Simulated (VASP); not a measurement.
Band structure of Ag (fcc). Computed with SCAN meta-GGA, VASP's PBE PAW potentials (set 64) (plane waves; VASP).

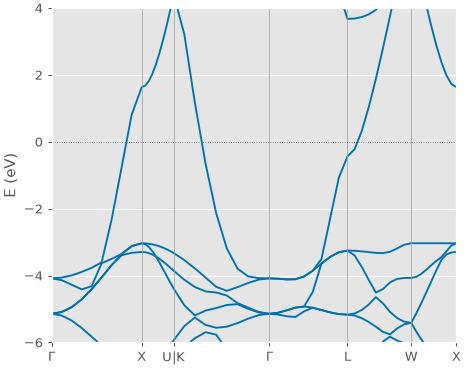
*Bands along high-symmetry lines, zero at the valence-band maximum or, without a gap, the Fermi level*

Task: Read the plot: is there a gap, and where are the band edges?

Result: It has no gap at this level: it comes out as a metal or semimetal.

The compound is Ag in the fcc structure. It was relaxed first.
